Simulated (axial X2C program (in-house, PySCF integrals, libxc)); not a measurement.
# A two-component session on SP⁻: properties at the nuclei

Aim: properties at the nuclei of SP⁻, with spin–orbit coupling in the Hamiltonian from the start.

Computed with an in-house X2C program for linear molecules on PySCF integrals. Level: two-component X2C with atomic mean-field terms, S dyall-av3z, P dyall-av3z.

All values are calculated.

### 1 Input

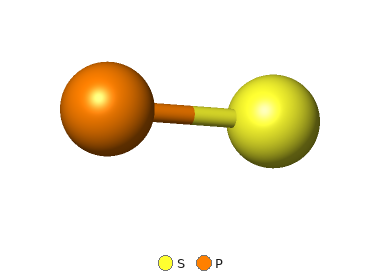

The two atoms at 1.960 Å (sulfur yellow, phosphorus orange).

Input file task.json:

```json
{"zs": [16, 15], "q": -1, "bas": ["dyall-av3z", "dyall-av3z"], "r0": 1.96, "levels": ["PBE0", "HF", "TPSSh", "BP86", "r2SCAN"], "nst": 3}
```

Keys: zs atomic numbers; q charge; bas basis sets; r0 starting distance in Å; levels methods (HF also brings MP2); nst determinants followed.

Started as:

```sh
$ python soeom.py task.json out
```

Nuclei are Gaussian, cores are contracted, and the Gaunt term is on.

### 2 Expectation values, lowest determinant

R = 2.007 Å. State: Ω = 1 (excess of +ω over −ω: ω = -1/2, ω = 3/2).

Output of the PBE0 run:

```text
two-component X2C + atomic mean field  PBE0
basis functions 124  fitting functions 649  grid points 4360
iter        total energy     max residual
   1       -736.415634531     2.44e+00
   2       -741.078329086     8.13e-02
   3       -741.033353723     8.68e-02
   4       -741.158684283     1.49e-02
   5       -741.162559362     6.23e-03
   6       -741.163470487     1.57e-03
   7       -741.163498112     7.40e-05
   8       -741.163498458     3.32e-05
   9       -741.163498500     1.83e-05
  10       -741.163498507     2.80e-06
  11       -741.163498507     1.15e-06
converged
one-electron -1157.82767386  Coulomb 402.52918039  exact exchange -11.99847602  xc functional -37.03820607  nuclear repulsion 63.27978606  atomic mean-field constant -0.10810901
```

The highest occupied spinor is 45% P p, 27% S p, 11% P d.

```tsv
level	Eeff magnitude (GV/cm)	Ws magnitude S (kHz)	A∥/gI S (MHz)	qzz S (a.u.)	A∥/gI P (MHz)	qzz P (a.u.)
PBE0	0.0165	0.00284	-58.1	1.06	-119	0.08
HF	0.0364	0.00674	-8.98	1.32	-62	-0.17
TPSSh	0.0137	0.00414	-47.2	1.05	-87.3	0.14
BP86	0.0109	0.00156	-68.4	0.97	-114	0.15
r2SCAN	0.0126	0.00701	-34.5	1.02	-64.2	0.14
```

Eeff is the effective electric field on the electron dipole moment in this Ω state and Ws the scalar–pseudoscalar constant (defined with the proton number Z and per Ω); A∥ is the parallel hyperfine constant, which follows by multiplying with the nuclear g factor gI = μI/(I μN); qzz is the electric field gradient, eQq0 = 234.96 MHz × Q/barn × qzz. The operators were transformed with the bare-nucleus X2C matrices.

### 3 Expectation values, a higher determinant

R = 2.007 Å. State: Ω = 0 (closed shell), 0.61 eV above the lowest in the PBE0 search for states (made at or near this distance, with looser thresholds).

Output of the PBE0 run:

```text
two-component X2C + atomic mean field  PBE0
basis functions 124  fitting functions 649  grid points 4360
iter        total energy     max residual
   1       -736.388806219     2.44e+00
   2       -741.051902769     8.33e-02
   3       -740.986648648     9.29e-02
   4       -741.133170110     1.84e-02
   5       -741.139445774     7.94e-03
   6       -741.140775559     1.64e-03
   7       -741.140806401     8.63e-05
   8       -741.140806584     3.50e-05
   9       -741.140806615     2.91e-06
  10       -741.140806615     1.46e-06
converged
one-electron -1157.64507030  Coulomb 402.32883586  exact exchange -11.98525427  xc functional -37.01099496  nuclear repulsion 63.27978606  atomic mean-field constant -0.10810901
```

The highest occupied spinor is 51% P p, 22% S p, 12% S d.

```tsv
level	qzz S (a.u.)	qzz P (a.u.)
PBE0	0.90	0.12
HF	1.10	-0.17
TPSSh	0.88	0.19
BP86	0.84	0.18
r2SCAN	0.85	0.19
```

### 4 Expectation values, a higher determinant

R = 2.007 Å. State: Ω = 2 (excess of +ω over −ω: ω = 1/2, ω = 3/2), 0.65 eV above the lowest in the PBE0 search for states (made at or near this distance, with looser thresholds).

Output of the PBE0 run:

```text
two-component X2C + atomic mean field  PBE0
basis functions 124  fitting functions 649  grid points 4360
iter        total energy     max residual
   1       -736.387396845     2.44e+00
   2       -741.050509012     8.36e-02
   3       -740.984760468     9.31e-02
   4       -741.131826675     1.85e-02
   5       -741.138161946     7.95e-03
   6       -741.139497544     1.65e-03
   7       -741.139528442     8.83e-05
   8       -741.139528631     3.87e-05
   9       -741.139528663     5.48e-06
  10       -741.139528664     3.13e-06
converged
one-electron -1157.63036768  Coulomb 402.31475908  exact exchange -11.98507906  xc functional -37.01051805  nuclear repulsion 63.27978606  atomic mean-field constant -0.10810901
```

The highest occupied spinor is 51% P p, 22% S p, 12% S d.

```tsv
level	Eeff magnitude (GV/cm)	Ws magnitude S (kHz)	A∥/gI S (MHz)	qzz S (a.u.)	A∥/gI P (MHz)	qzz P (a.u.)
PBE0	0.000673	1.58e-05	154	0.90	222	0.11
HF	0.00236	0.000223	134	1.09	249	-0.18
TPSSh	0.000399	1.59e-05	154	0.87	213	0.17
BP86	0.000363	2.58e-05	158	0.84	210	0.17
r2SCAN	0.000242	4.5e-05	154	0.84	206	0.17
```

### 5 Outcome

| quantity | value |
| --- | --- |
| lowest determinant | Ω = 1 (excess of +ω over −ω: ω = -1/2, ω = 3/2) |
| Eeff magnitude (GV/cm), PBE0 | 0.0165 |
| Ws magnitude S (kHz), PBE0 | 0.00284 |
| A∥/gI S (MHz), PBE0 | -58.1 |
| qzz S (a.u.), PBE0 | 1.06 |
| higher determinant | Ω = 0 (closed shell) |
| qzz S (a.u.), PBE0, higher determinant | 0.90 |
| qzz P (a.u.), PBE0, higher determinant | 0.12 |
| higher determinant | Ω = 2 (excess of +ω over −ω: ω = 1/2, ω = 3/2) |
| Eeff magnitude (GV/cm), PBE0, higher determinant | 0.000673 |
| Ws magnitude S (kHz), PBE0, higher determinant | 1.58e-05 |
| A∥/gI S (MHz), PBE0, higher determinant | 154 |
| qzz S (a.u.), PBE0, higher determinant | 0.90 |

In words: In the first state, the effective field runs from 0.0109 to 0.0364 GV/cm over the mean-field levels, so the levels don't agree on it. The expectation values come from single determinants, which for open shells can mix terms of unlike spin or miss the lowest Ω, so a determinant need not be a state. Eeff is the effective electric field on the electron dipole moment in this Ω state and Ws the scalar–pseudoscalar constant (defined with the proton number Z and per Ω); A∥ is the parallel hyperfine constant, which follows by multiplying with the nuclear g factor gI = μI/(I μN); qzz is the electric field gradient, eQq0 = 234.96 MHz × Q/barn × qzz. The operators were transformed with the bare-nucleus X2C matrices.
